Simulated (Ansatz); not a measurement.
# Calculations on CH₉FSSi₃

## 1. Relaxation

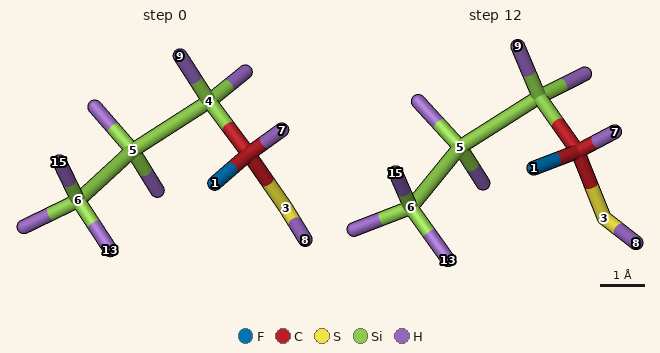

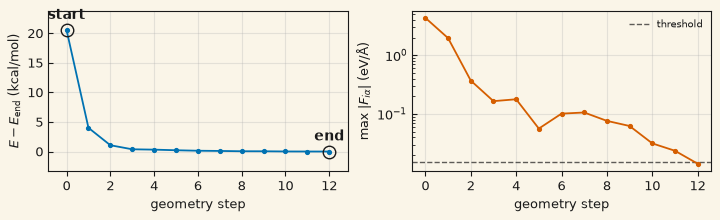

First and last geometry of a relaxation of CH$_{9}$FSSi$_{3}$, with the history of the run. Style: stick. Shown at a tilt.

The run prepares an end point of a later path (torsion) calculation, from a guessed geometry.

Theory: Ansatz 0.2.0, RKS PBE-D4/6-31G. (no spin polarisation; force threshold 0.015 eV/Å; at most 40 steps)

**What do the curves and the structures tell?**

It converged. The atom that moves furthest after the best rigid fit is the F atom (0.48 Å). Largest moves by element: F 0.48 Å, S 0.37 Å, H 0.36 Å, Si 0.17 Å, C 0.09 Å. Among the contacts that change: C–F 1.326 → 1.465 Å, C–Si 1.829 → 1.953 Å, H–Si 1.422 → 1.516 Å, C–S 1.798 → 1.880 Å. Among the angles between lasting bonds that change: F–C–Si 114.4° → 106.8°, C–Si–H 114.2° → 108.5°, Si–Si–H 106.3° → 111.5°. The energy falls by 20.5 kcal/mol in 12 geometry steps. The largest force component goes from 4.3 to 0.014 eV/Å.

```tsv
step	E − E(0), kcal/mol	largest force component, eV/Å
0	0.00	4.3347
1	-16.54	1.9577
2	-19.48	0.3701
3	-20.17	0.1651
4	-20.23	0.1778
5	-20.33	0.0563
6	-20.41	0.1012
7	-20.45	0.1058
8	-20.50	0.0762
9	-20.50	0.0623
10	-20.53	0.0315
11	-20.54	0.0236
12	-20.55	0.0142
```

## 2. Relaxation

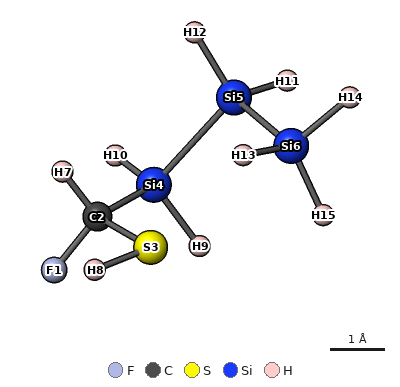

This is the input geometry for a relaxation of CH$_{9}$FSSi$_{3}$. The picture is a ball-and-stick view, seen from a free direction.

The run prepares an end point of a later path (torsion) calculation, from a guessed geometry.

Theory: RKS PBE-D4/6-31G in Ansatz 0.2.0.

Input file:
```yaml
crystal:
  periodic: [false, false, false]
  atoms:
    - { symbol: F, position_ang: [0.5584, -0.0568, 1.8772] }
    - { symbol: C, position_ang: [1.5659, -0.127, 1.0183] }
    - { symbol: S, position_ang: [1.8598, -1.8751, 0.7165] }
    - { symbol: Si, position_ang: [1.288, 0.774, -0.5495] }
    - { symbol: Si, position_ang: [3.10153, 0.35785, -2.01236] }
    - { symbol: Si, position_ang: [3.37319, -1.92804, -2.15133] }
    - { symbol: H, position_ang: [2.4623, 0.3056, 1.5359] }
    - { symbol: H, position_ang: [1.9267, -2.2096, 2.018] }
    - { symbol: H, position_ang: [0.05638, 0.21574, -1.23049] }
    - { symbol: H, position_ang: [1.13043, 2.17866, -0.3941] }
    - { symbol: H, position_ang: [2.78275, 0.8869, -3.3457] }
    - { symbol: H, position_ang: [4.31222, 1.01335, -1.50457] }
    - { symbol: H, position_ang: [3.87128, -2.50375, -0.9038] }
    - { symbol: H, position_ang: [4.39382, -2.28588, -3.19608] }
    - { symbol: H, position_ang: [2.12155, -2.59418, -2.50271] }
basis:
  gaussian: { orbitals: "6-31G" }
hamiltonian:
  xc: pbe
  dispersion: d4
relax:
  f_tol: 0.015
  max_steps: 40
output:
  orbitals: {}
```

Launched with:
```bash
ansatz run input.yaml --threads 1 --pin off --max-ram 2048MiB --backend cpu --events-out ev --progress --plain --runs-dir out
```

Question: What does the optimiser find from here?

Answer: Over 6 accepted moves (7 points after the start) the energy falls by 24.4 kcal/mol. The largest force component goes from 4.2 to 0.013 eV/Å. The line search rejected the trial step at point 3 of the run. The largest move after the best rigid fit is that of S3, 0.52 Å. Largest moves by element: S 0.52 Å, F 0.49 Å, H 0.45 Å, Si 0.27 Å, C 0.15 Å. Among the contacts that change: S3–Si6 3.243 → 3.939 Å, F1–C2 1.326 → 1.455 Å, C2–Si4 1.829 → 1.950 Å, Si4–H10 1.422 → 1.514 Å. Bond angles that change, for instance: C2–Si4–H10 114.2° → 106.1°, F1–C2–Si4 114.4° → 108.0°, Si4–Si5–Si6 107.6° → 113.9°. The run took 34 s on 1 thread of Intel(R) Xeon(R) 6975P-C (Granite Rapids) (shared host), peak memory 0.18 GiB.

The structure at the end:

```xyz
15

F     0.4384    0.4023    2.0131
C     1.5024   -0.0799    1.1457
S     1.4070   -1.9536    0.9692
Si    1.2737    0.7492   -0.6046
Si    3.1031    0.2993   -2.0406
Si    3.5495   -2.0099   -2.3353
H     2.4569    0.1861    1.6285
H     1.8808   -2.2664    2.2392
H    -0.0183    0.2061   -1.1723
H     1.1157    2.2331   -0.3494
H     2.7938    0.9323   -3.3853
H     4.3373    0.9964   -1.4966
H     4.2560   -2.5772   -1.1252
H     4.4432   -2.1915   -3.5469
H     2.2647   -2.7745   -2.5644
```

After the run, drawn alike:

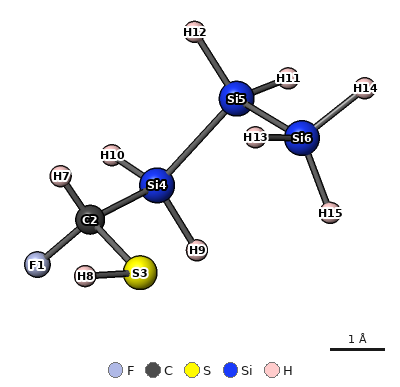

## 3. Path

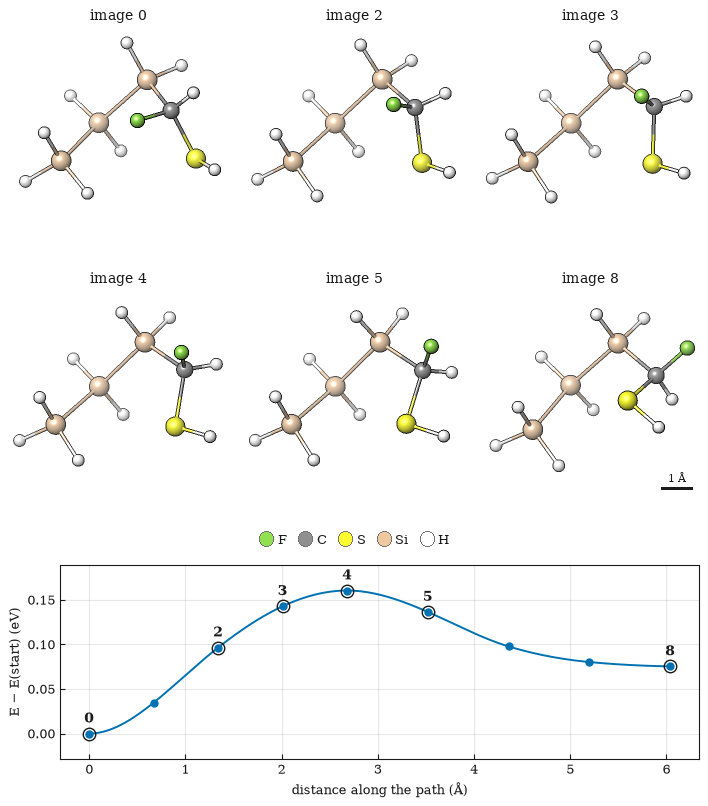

A search for the minimum-energy path of CH9FSSi3 by the nudged elastic band. Images are numbered from 0 (start) to 8 (end). A ball-and-stick model, seen from a free direction.

Computed with RKS PBE-D4/6-31G (Ansatz). Set-up: 7 movable images; climbing image; force threshold 0.03 eV/Å; iteration limit 39; starting path through a guess of the saddle point.

**Read off the barrier and say what moves.**

The highest point, image 4, lies 0.161 eV above the start and 0.085 eV above the end; the end is at +0.075 eV relative to the start. The motion is a rotation about the C–Si bond by about 125°. No bond forms or breaks between the ends. Bond angles that change up to the highest image, for instance: C–Si–Si 107.9° → 115.2°, Si–Si–H 113.9° → 109.7°. The band converged in 15 iterations. The largest component of the band force went from 17 to 0.027 eV/Å. The climbing image converged on the top of the path. Its vibrational analysis gives one imaginary mode (47i cm⁻¹), as a transition state must have.
